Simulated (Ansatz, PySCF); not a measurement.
BBrH2 (SMILES BBr) and NH3 (SMILES N) are pulled apart as rigid monomers along the line of their centres of mass, from the B3LYP-D3(BJ)/def2-TZVP minimum. Starting geometry (charge 0, multiplicity 1):
```json
[
 {"atom": "B", "x (Å)": "-0.5014", "y (Å)": "-0.6593", "z (Å)": "2.1738"},
 {"atom": "Br", "x (Å)": "0.6896", "y (Å)": "0.7443", "z (Å)": "1.2765"},
 {"atom": "H", "x (Å)": "-0.0290", "y (Å)": "-1.7521", "z (Å)": "2.0634"},
 {"atom": "H", "x (Å)": "-1.6412", "y (Å)": "-0.5291", "z (Å)": "1.8368"},
 {"atom": "N", "x (Å)": "-0.4213", "y (Å)": "-0.2617", "z (Å)": "3.7501"},
 {"atom": "H", "x (Å)": "-0.9801", "y (Å)": "-0.8929", "z (Å)": "4.3214"},
 {"atom": "H", "x (Å)": "0.5436", "y (Å)": "-0.2955", "z (Å)": "4.0723"},
 {"atom": "H", "x (Å)": "-0.7555", "y (Å)": "0.6895", "z (Å)": "3.8898"}
]
```

Interaction energies with rigid monomers; basis-set methods are counterpoise corrected unless marked otherwise.

Frozen-core correlation. Filled d and f shells under p-block atoms count as core. Rows in 3-21G, 6-31G* carry no dispersion term and start afresh at each structure (6-31G* with six Cartesian d functions); the Pople sets are all-electron and without relativity. MP2/6-31G* freezes PySCF's default core, which leaves 3d correlated.

The values were computed with Ansatz (Gaussian orbitals); PySCF for 3-21G rows, 6-31G* rows, the dispersion terms. Each number belongs to the level named beside it.

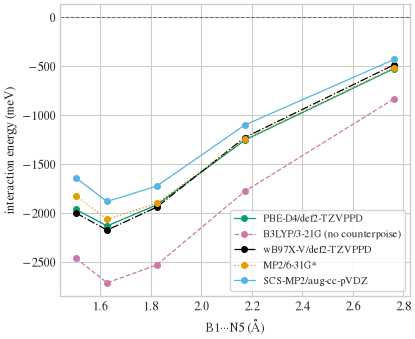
*Interaction energy against separation*

Which level binds most strongly at B1···N5 = 1.63, and by how much?

B3LYP/3-21G (no counterpoise), -2712 meV.

Ansatz is a quantum-chemistry and plane-wave program.
